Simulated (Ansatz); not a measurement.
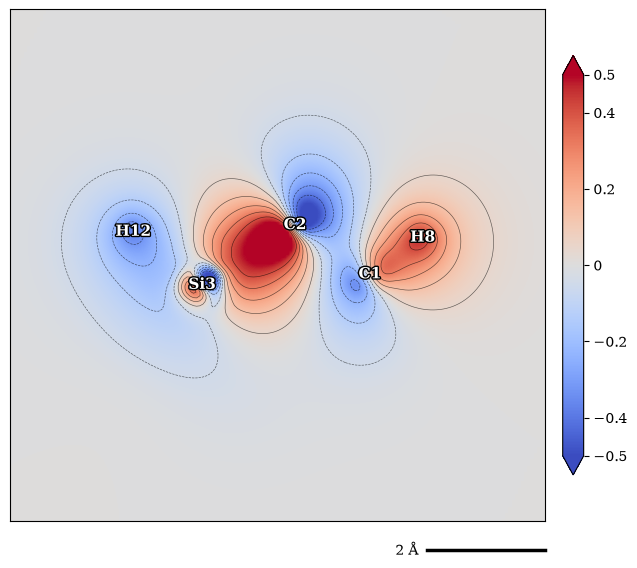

Figure 1: C3H10OSi. The HOMO−1 on the plane of atoms C2, Si3 and H12 (values in Å⁻³ᐟ²; the overall sign is arbitrary).

Geometry: PBE0-D4/def2-TZVP.

Level of theory: RKS PBE0-D4/def2-TZVPP in Ansatz 0.2.0.

Input

```
crystal:
  periodic: [false, false, false]
  atoms:
    - {symbol: C, position_ang: [-1.584893, -0.476814, -0.832009]}
    - {symbol: C, position_ang: [-0.150380, -0.998225, -0.812662]}
    - {symbol: Si, position_ang: [0.777253, -0.615743, 0.777100]}
    - {symbol: C, position_ang: [0.831038, 1.257948, 1.052119]}
    - {symbol: O, position_ang: [1.349675, 1.960424, -0.073812]}
    - {symbol: H, position_ang: [-1.625598, 0.611173, -0.724872]}
    - {symbol: H, position_ang: [-2.172671, -0.899285, -0.013010]}
    - {symbol: H, position_ang: [-2.094347, -0.728429, -1.765595]}
    - {symbol: H, position_ang: [0.421203, -0.589595, -1.654367]}
    - {symbol: H, position_ang: [-0.138916, -2.083817, -0.956329]}
    - {symbol: H, position_ang: [0.082315, -1.251986, 1.935134]}
    - {symbol: H, position_ang: [2.163121, -1.153649, 0.695435]}
    - {symbol: H, position_ang: [-0.157862, 1.641249, 1.342355]}
    - {symbol: H, position_ang: [1.498955, 1.485675, 1.887160]}
    - {symbol: H, position_ang: [0.779304, 1.790376, -0.827247]}
basis:
  gaussian: {orbitals: def2-TZVPP}
hamiltonian: {xc: pbe0, dispersion: d4}
output: {orbitals: {seedname: orbitals}}
```

Run with:

```sh
ansatz run in.yaml --threads 4 --pin off --events-out ev --progress --plain --max-ram 10444MiB
```

**Where does this orbital lie, and at what energy?**

It lies mainly on C2 (about 30 %), Si3 (about 20 %), C1 (about 10 %), H8 (about 5 %) and H12 (about 5 %). Its energy is −8.50 eV.
